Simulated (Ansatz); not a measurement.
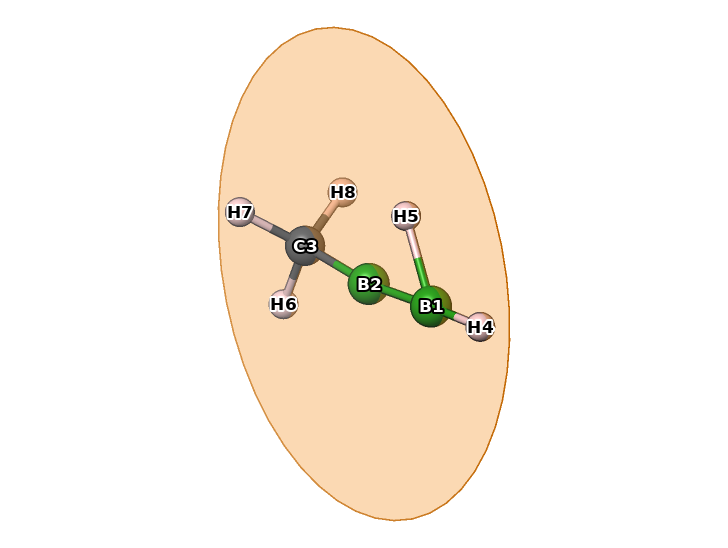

A disc through the centre of mass is drawn in. Depth is shown by fading: the farther an atom, the more it takes the colour of the background. The species is neutral and a spin doublet. Computed geometry: PBE0-D4/def2-TZVP optimisation. No frequency run is at hand to confirm it as a minimum.

**Is the plane of the disc a mirror plane of the structure?**

Yes. The reflection leaves B1, B2, C3, H4, H5, H6 in place and moves H7 ↔ H8. The point group is Cs.
